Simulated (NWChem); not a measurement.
# One shape, several levels: PH3F+ (SMILES F[PH3+])

Aim: a comparison of 6 runs (HF/3-21G, HF/def2-SVP, B3LYP/6-31G*, CAM-B3LYP/def2-SVP, PBE/pcseg-1, BLYP/cc-pVTZ) of PH3F+. 

The calculation is run with NWChem 7.3.0.

## Step 1: The molecule

PH3F+: 5 atoms, total charge +1, spin state singlet. As SMILES, `F[PH3+]`. The coordinates come from a GFN2-xTB relaxation.

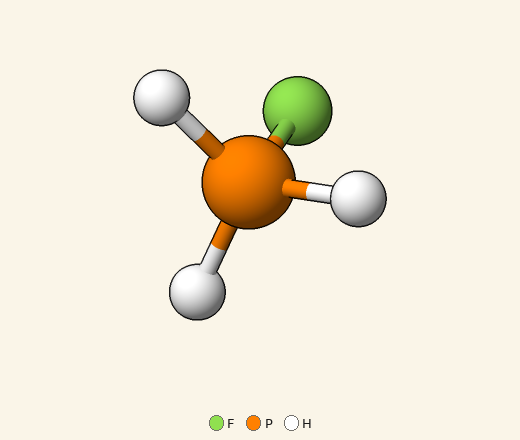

Viewed from a chosen angle; fluorine green, phosphorus orange, hydrogen white.

## Step 2: Energy and gradient at HF/3-21G (run 1)

The input, run.nw:

```
start run
title "FH3P"
memory total 2200 mb
charge 1

geometry units angstroms noautosym nocenter noautoz
  F     -1.365490     0.250400     0.341100
  P      0.122590    -0.022380    -0.030680
  H      0.038180    -0.428620    -1.349370
  H      0.486130    -1.008290     0.868130
  H      0.718590     1.208890     0.170830
end

basis spherical bse
  * library 3-21G
end

scf
  nopen 0
  rhf
  thresh 1e-08
  maxiter 80
end

task scf gradient
```

Started as:

```sh
$ nwchem run.nw > run.out
```

Standard output:

```text
[...]
  functions       =    28
[...]
  wavefunction    = RHF
[...]
         Total SCF energy =   -439.304744826708
      One-electron energy =   -740.778675944412
      Two-electron energy =    231.503009983791
 Nuclear repulsion energy =     69.970921133913
        Time for solution =      0.3s
[...]
                         RHF ENERGY GRADIENTS
    atom               coordinates                        gradient
                 x          y          z           x          y          z
   1 F      -2.580402   0.473187   0.644586    0.051398  -0.009440  -0.012852
   2 P       0.231662  -0.042292  -0.057977   -0.011953   0.002215   0.002844
   3 H       0.072150  -0.809974  -2.549940   -0.013747   0.001881   0.001468
   4 H       0.918652  -1.905392   1.640528   -0.013033   0.000917   0.004821
   5 H       1.357938   2.284471   0.322822   -0.012665   0.004427   0.003720
[...]
```

It took 1.1 s on 1 thread of Intel Xeon Platinum 8488C (Sapphire Rapids), shared host; peak memory 0.1 GiB.

## Step 3: Energy and gradient at HF/def2-SVP (run 2)

The input, input.nw:

```
start input
title "FH3P hf"
memory total 2200 mb
charge 1
geometry noautosym nocenter noautoz
   F    -1.365490    0.250400    0.341100
   P     0.122590   -0.022380   -0.030680
   H     0.038180   -0.428620   -1.349370
   H     0.486130   -1.008290    0.868130
   H     0.718590    1.208890    0.170830
end
basis spherical bse
   F library def2-SVP
   P library def2-SVP
   H library def2-SVP
end
scf
   nopen 0
   rhf
   thresh 1e-08
   maxiter 80
end
task scf gradient
```

Started as:

```sh
$ nwchem input.nw > input.out
```

Standard output:

```text
[...]
  functions       =    47
[...]
  wavefunction    = RHF
[...]
         Total SCF energy =   -441.452121775832
      One-electron energy =   -743.290371839390
      Two-electron energy =    231.867328929645
 Nuclear repulsion energy =     69.970921133913
        Time for solution =      2.7s
[...]
                         RHF ENERGY GRADIENTS
    atom               coordinates                        gradient
                 x          y          z           x          y          z
   1 F      -2.580402   0.473187   0.644586   -0.014231   0.002589   0.003546
   2 P       0.231662  -0.042292  -0.057977    0.047320  -0.008642  -0.011979
   3 H       0.072150  -0.809974  -2.549940   -0.011011   0.002071   0.002990
   4 H       0.918652  -1.905392   1.640528   -0.011033   0.002052   0.002701
   5 H       1.357938   2.284471   0.322822   -0.011045   0.001930   0.002742
[...]
```

It took 4.2 s on 1 thread of Intel Xeon Platinum 8488C (Sapphire Rapids), shared host; peak memory 0.1 GiB.

Runs 3 to 5 aren't shown in full; the table further down has their settings and results.

## Step 4: Energy and forces at BLYP/cc-pVTZ (run 6)

The input, fh3p.nw:

```
START fh3p
TITLE "FH3P"
memory stack 880 mb heap 220 mb global 1100 mb
charge 1
GEOMETRY units angstrom noautosym nocenter noautoz
   F       -1.365490       0.250400       0.341100
   P        0.122590      -0.022380      -0.030680
   H        0.038180      -0.428620      -1.349370
   H        0.486130      -1.008290       0.868130
   H        0.718590       1.208890       0.170830
END
BASIS spherical bse
   F library cc-pVTZ
   P library cc-pVTZ
   H library cc-pVTZ
END
DFT
   xc becke88 lyp
   grid fine
   convergence energy 1e-08
   iterations 100
   mulliken
   noprint "final vectors analysis"
END
TASK dft gradient
```

Started as:

```sh
$ nwchem fh3p.nw > fh3p.out
```

Standard output:

```text
[...]
          Wavefunction type:  closed shell.
          No. of atoms     :     5
          No. of electrons :    26
[...]
          Charge           :     1
          Spin multiplicity:     1
[...]
          AO basis - number of functions:   106
[...]
              XC Information
              --------------
                    Becke 1988 Exchange Functional  1.000
              Lee-Yang-Parr Correlation Functional  1.000
[...]
 d= 0,ls=0.0,diis     1   -442.5322315063 -5.13D+02  1.81D-02  3.33D+00     5.2
[...]
 d= 0,ls=0.0,diis    10   -442.7364558377 -2.35D-09  8.68D-08  5.40D-10    31.3
         Total DFT energy =     -442.736455837726
      One electron energy =     -743.894193648207
           Coulomb energy =      265.742386002833
    Exchange-Corr. energy =      -34.555569326265
 Nuclear repulsion energy =       69.970921133913
[...]
      Total Density - Mulliken Population Analysis
     ---------------------------------------------
    Atom       Charge   Shell Charges
 -----------   ------   -------------------------------------------------------
    1 F    9     9.14   1.94  0.29  1.05  0.62  1.59  2.34  1.29  0.00  0.01  0.00
    2 P   15    14.32   2.00  1.83  0.25  1.00  0.32  5.76  0.66  1.68  0.37  0.16  0.22  0.05
    3 H    1     0.85   0.25  0.48  0.09  0.01  0.02  0.00
    4 H    1     0.85   0.25  0.48  0.09  0.01  0.02  0.00
    5 H    1     0.85   0.25  0.48  0.09  0.01  0.02  0.00
[...]
  wavefunction    = closed shell
                         DFT ENERGY GRADIENTS
    atom               coordinates                        gradient
                 x          y          z           x          y          z
   1 F      -2.580402   0.473187   0.644586    0.007512  -0.001393  -0.001884
   2 P       0.231662  -0.042292  -0.057977    0.029340  -0.005355  -0.007473
   3 H       0.072150  -0.809974  -2.549940   -0.009532   0.004862   0.012338
   4 H       0.918652  -1.905392   1.640528   -0.012809   0.009058  -0.004043
   5 H       1.357938   2.284471   0.322822   -0.014512  -0.007172   0.001062
[...]
```

Wall time 46 s (1 thread of Intel Xeon Platinum 8488C (Sapphire Rapids), shared host); peak memory 0.13 GiB.

## Step 5: All runs side by side

| run | level | iteration cap | module | energy (Eh) | HOMO energy (eV) | LUMO energy (eV) | HOMO–LUMO gap (eV) | wall time |
| --- | --- | --- | --- | --- | --- | --- | --- | --- |
| 1 | HF/3-21G | 80 | scf | -439.304745 | -22.49 | -3.96 | 18.54 | 1.1 s |
| 2 | HF/def2-SVP | 80 | scf | -441.452122 | -22.85 | -3.98 | 18.87 | 4.2 s |
| 3 | B3LYP/6-31G* (spherical functions) | 100 | dft | -442.680394 | -17.99 | -8.25 | 9.74 | 13 s |
| 4 | CAM-B3LYP/def2-SVP | 100 | dft | -442.478970 | -19.81 | -6.76 | 13.05 | 15 s |
| 5 | PBE/pcseg-1 | 100 | dft | -442.389938 | -16.66 | -9.15 | 7.52 | 19 s |
| 6 | BLYP/cc-pVTZ | 100 | dft | -442.736456 | – | – | – | 46 s |

## Step 6: Summary of results

```
                       quantity          value
            run 6: total energy  -442.73646 Eh
run 6: largest force on an atom     1.581 eV/Å
```

What this shows: Over runs 1, 2, 3, 4, 5 the HOMO–LUMO gap runs from 7.52 eV (PBE/pcseg-1) to 18.87 eV (HF/def2-SVP). The two ends differ in method and basis. Totals of different functionals can't be ranked against each other. All runs together took 99 s, the longest 46 s.
